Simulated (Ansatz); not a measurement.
The starting structures come from a database of crystals and need not be the phases stable at ambient conditions.

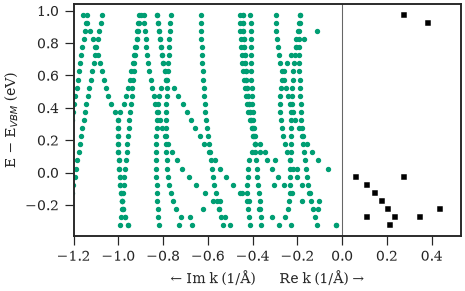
Fig. 1. Complex bands at the centre of the two-dimensional zone; r2SCAN run with Ansatz (a program for electronic structure)

The gap is the functional's own. No spin-orbit coupling. Mid-gap values are interpolated on the energy grid.

This is Cs₂PdI₆ (I4/mmm, not sure to be the ambient phase, 9 atoms a cell, 42.6 Å³ an atom) along the normal of (110). Read off the slowest decay at the centre of the two-dimensional zone at 0.38 eV, the computed energy nearest the middle of the gap.

κ ≈ 0.18 1/Å, a decay length 1/(2κ) of the density of 2.7 Å.
